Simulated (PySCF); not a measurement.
Atomic calculation for Nb²⁺

- system: Nb²⁺, configuration 1s2 2s2 2p6 3s2 3p6 3d10 4s2 4p6 4d2 5s1, multiplicity 4.
- method: unrestricted MN15, aug-cc-pVTZ-DK, spin-free X2C-1e, Gaussian nucleus (PySCF)

## Log (extracts)
```
damping factor = 0
level_shift factor = 0
DIIS = <class 'pyscf.scf.diis.CDIIS'>
diis_start_cycle = 1
diis_space = 10
diis_damp = 0
SCF conv_tol = 1e-09
SCF conv_tol_grad = None
number electrons alpha = 21  beta = 18
XC functionals = MN15
    H. S. Yu, X. He, S. L. Li, and D. G. Truhlar.,  Chem. Sci. 7, 5032-5051 (2016)
    H. S. Yu, X. He, S. L. Li, and D. G. Truhlar.,  Chem. Sci. 7, 5032-5051 (2016)
cycle= 1 E= -3820.88535418711  delta_E= -0.0244  |g|= 0.0651  |ddm|=  1.3
cycle= 2 E= -3820.88573084629  delta_E= -0.000377  |g|= 0.0171  |ddm|= 0.108
cycle= 3 E= -3820.88575583601  delta_E= -2.5e-05  |g|= 0.00211  |ddm|= 0.0316
cycle= 4 E= -3820.88575690287  delta_E= -1.07e-06  |g|= 0.000238  |ddm|= 0.0101
cycle= 5 E= -3820.88575694158  delta_E= -3.87e-08  |g|= 2.14e-05  |ddm|= 0.000484
cycle= 6 E= -3820.8857570223  delta_E= -8.07e-08  |g|= 0.000119  |ddm|= 0.000766
cycle= 7 E= -3820.88575694271  delta_E= 7.96e-08  |g|= 1.09e-05  |ddm|= 0.000725
cycle= 8 E= -3820.88575694206  delta_E= 6.56e-10  |g|= 1.16e-07  |ddm|= 7.24e-05
converged SCF energy = -3820.88575694206  <S^2> = 3.750708  2S+1 = 4.000354
```

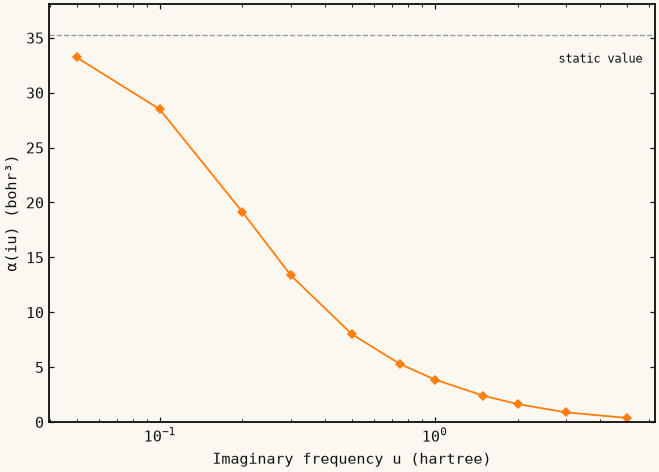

Dipole polarisability at imaginary frequency of Nb²⁺ ([Kr] 4d² 5s). Coupled response at the MN15 level; PySCF, aug-cc-pVTZ-DK, spin-free X2C-1e, unrestricted single determinants, no spin-orbit coupling. The static dipole polarisability is 35.2 bohr³; α(iu) falls to half of it near u = 0.22 hartree. The Casimir–Polder integral gives C₆ = 225 hartree bohr⁶ for two such species.

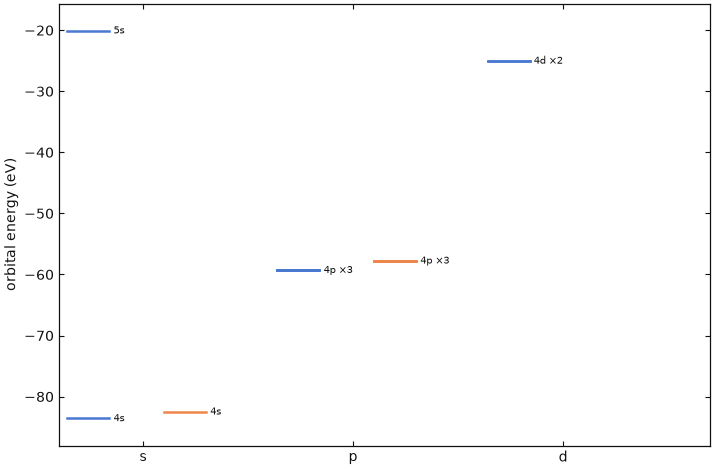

Orbital energies of the mean field, from the top down to −83.6 eV, by angular momentum, α spin at the left of each column and β at the right; ×n counts the orbitals under one label. The highest filled orbital is 5s α at −20.1 eV, the lowest empty one d α at −19.8 eV.

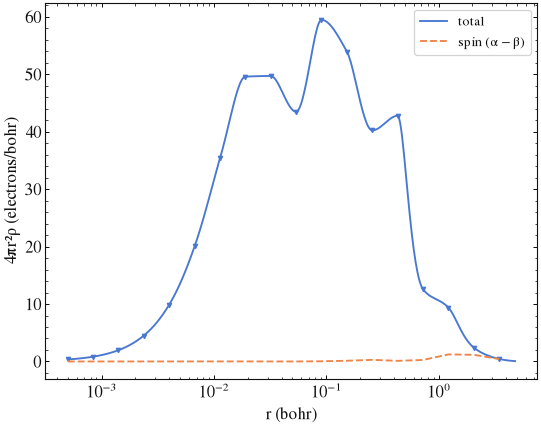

Spherically averaged radial density 4πr²ρ of the mean field and its spin part; markers are the stored points, which are sparse, and the line is a monotone interpolation between them. The largest stored value is 59.5 electrons/bohr at r = 0.091 bohr. Root-mean-square radii of the shells: 3s 0.481, 3p 0.483, 4s 1.23, 4p 1.36, 4d 1.90, 5s 3.13 bohr.

## Input
```python
from pyscf import gto, scf, dft, mp, cc
import basis_set_exchange as bse
mol = gto.M(atom="Nb 0 0 0", charge=2, spin=3, symmetry="D2h",
            basis=gto.basis.parse(bse.get_basis("aug-cc-pVTZ-DK", elements=["Nb"], fmt="nwchem")),
            nucmod="G")
mf = dft.UKS(mol, xc="MN15").sfx2c1e()
mf.irrep_nelec = {'Ag': (8, 6), 'B1g': (2, 1), 'B2g': (1, 1), 'B3g': (1, 1), 'B1u': (3, 3), 'B2u': (3, 3), 'B3u': (3, 3)}
mf.kernel()
```

The script is an equivalent of what the driver set up; the driver started from orbitals of its own, so the log can be shorter than this script's would be, and it computed the properties (radii, ⟨L²⟩, response) afterwards. It held the occupations shell by shell, which the script's counts by irreducible representation don't always enforce.

## Key numbers

- outcome: converged
- total energy: −3820.8858 hartree
- ⟨S²⟩: 3.751
- ⟨L²⟩: 12.01
- static polarisability: 35.2 bohr³
- C₆ of the like pair: 225 hartree bohr⁶
- SCF iterations: 8
- hardware: 1 CPU thread, shared host
- CPU time: 89 s (integrals apart)

## Remarks

Radii and densities are those of the two-component orbitals, without the picture-change correction, so the innermost s shells come out slightly too small (about 1 % for 1s near Z = 40, more for heavier atoms). This is not the ground configuration of the species.
